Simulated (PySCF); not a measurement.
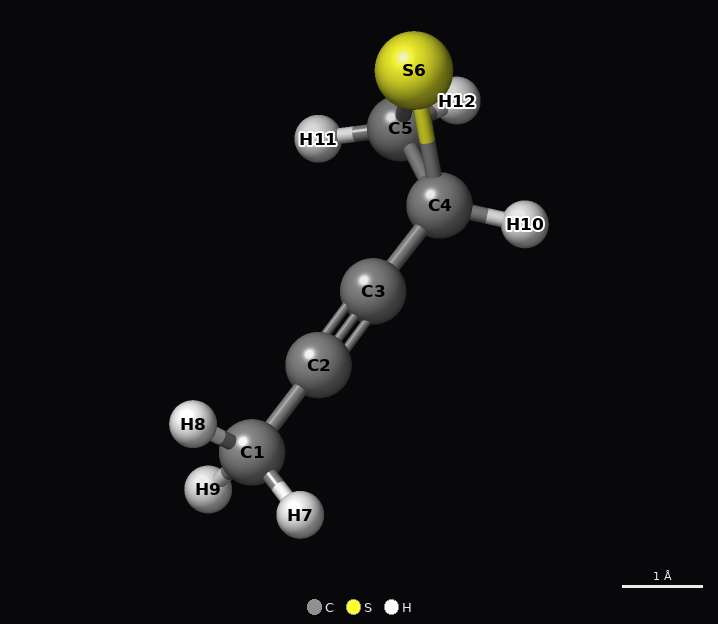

Computed geometry: PBE0-D3(BJ)/def2-SVP optimisation. No frequency run is at hand to confirm it as a minimum.

### What is the geometry at C1?

C1 has 4 neighbours (C2 at 1.45, H7 at 1.10, H8 at 1.10, H9 at 1.10 Å); the arrangement is tetrahedral.

### How are the neighbours of atom 2 arranged?

C2 has 2 neighbours (C1 at 1.45, C3 at 1.21 Å); the arrangement is linear.

### Describe the coordination of atom 3.

C3 has 2 neighbours (C2 at 1.21, C4 at 1.44 Å); the arrangement is linear.

### Which bond is the longest?

C4–S6, 1.834 Å.

### What is the dihedral angle C3–C4–C5–S6?

110° in size, that is anticlinal.
